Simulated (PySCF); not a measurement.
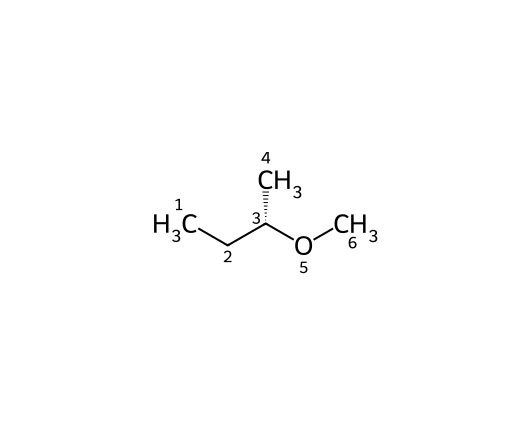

A structural formula, with wedges where it has stereocentres; small numbers name the atoms. The configuration is that of a computed structure (PBE0-D3(BJ)/def2-SVP).

### Assign CIP descriptors.

C3: S.

### Write the isomeric SMILES.

CC[C@H](C)OC
